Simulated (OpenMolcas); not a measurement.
**CH3BClFO (SMILES OC(F)BCl): methods side by side**

CH3BClFO has 8 atoms, charge 0, and is taken as a singlet. SMILES: `OC(F)BCl`. Geometry: relaxed at PBE0-D4/def2-TZVP. This is one conformer, not always the lowest.

Quantity: the vertical energy of the triplet above the singlet, in eV. The values are calculated.

| level | kind | program | value (eV) | CPU time (all runs) |
| --- | --- | --- | --- | --- |
| HF/def2-SVP | Hartree–Fock | OpenMolcas | 5.63 | 30 s |
| BLYP/def2-SVP | GGA | OpenMolcas | 4.23 | 1.7 min |
| PBE/def2-SVP | GGA | OpenMolcas | 4.10 | 1.7 min |
| r2SCAN/def2-SVP | meta-GGA | OpenMolcas | 4.24 | 2.2 min |
| B3LYP/def2-SVP | global hybrid | OpenMolcas | 4.61 | 80 s |
| BHLYP/def2-SVP | global hybrid | OpenMolcas | 5.12 | 76 s |
| M06-2X/def2-SVP | hybrid meta-GGA | OpenMolcas | 4.97 | 99 s |
| PBE0/def2-SVP | global hybrid | OpenMolcas | 4.56 | 84 s |

The values span 4.10 to 5.63 eV. Times are those of the runs behind each value, whatever else they computed, on shared processors of several kinds: orders of magnitude only.

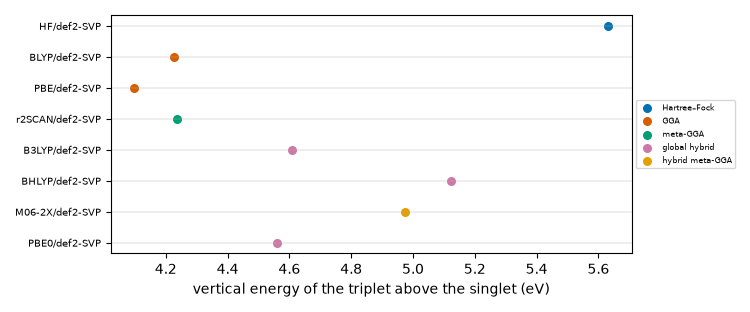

The values of the table, level by level.
